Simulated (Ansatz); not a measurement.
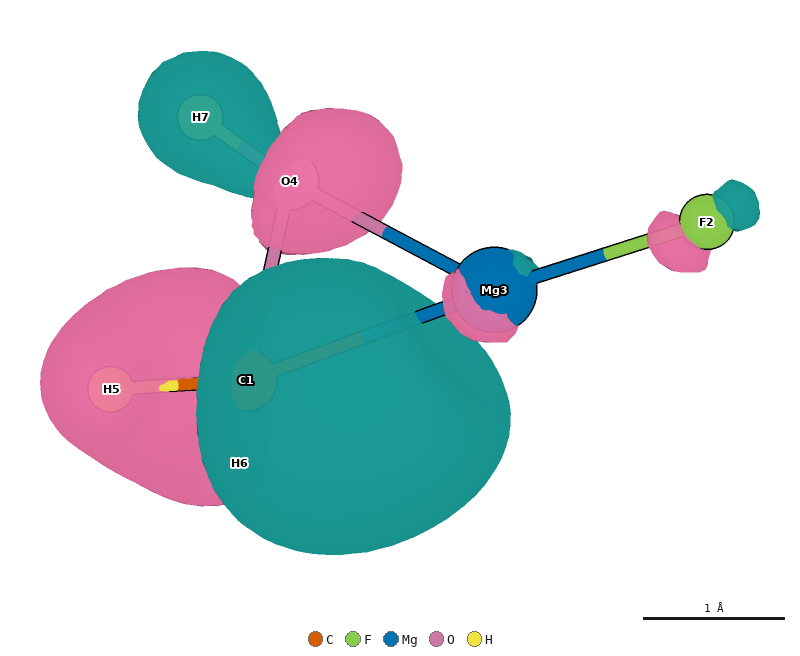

CH₃FMgO (SMILES [F][Mg-]1[CH2][OH+]1). One frontier orbital at ±0.15 Å⁻³ᐟ² (teal and pink are the two phases), seen at an oblique angle.

Geometry: PBE0-D3(BJ)/def2-SVP.

These are results of isolated molecule in a Gaussian basis; Kohn-Sham density functional theory, functional PBE0 in Ansatz, not measurements.

```xyz
7

C     0.1584   -0.2095    1.8677
F    -1.2624   -1.5770   -1.4225
Mg   -0.6034   -0.9132    0.0752
O     0.1390    0.8330    0.8102
H     1.1920   -0.3767    2.2111
H    -0.4600    0.1105    2.7218
H     0.4738    1.7006    1.0666
```

Which orbital is it: HOMO or LUMO?

The HOMO, at −6.84 eV. By Hirshfeld shares it lies mainly on C1 (about 55 %), Mg3 (about 20 %) and O4 (about 10 %).
